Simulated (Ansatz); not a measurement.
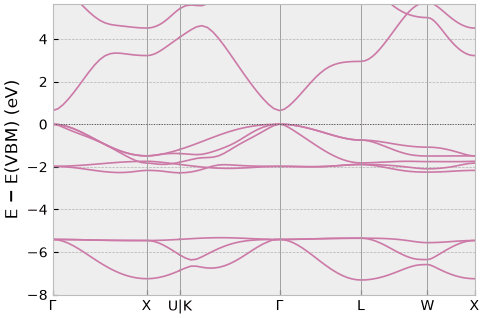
*Band structure from plane-wave PAW LDA (Ansatz code)*

Question: Read off the gap and where the band edges lie.

Answer: About 0.6 eV (0.64 eV by a search for the band edges); maximum at Γ, minimum at Γ.

Question: Which compound is it?
A. CuCl, zinc blende
B. AgI, zinc blende
C. AgI, rock salt

Answer: A, CuCl, zinc blende

Space group F-43m (zinc blende). The LDA relaxation kept the symmetry of its start. The run is not spin-polarised.

Potentials: the earlier of the program's two PAW sets. The files were generated under PBE; for other functionals the program regenerates the frozen cores, and for LDA and PBEsol the local potential too.
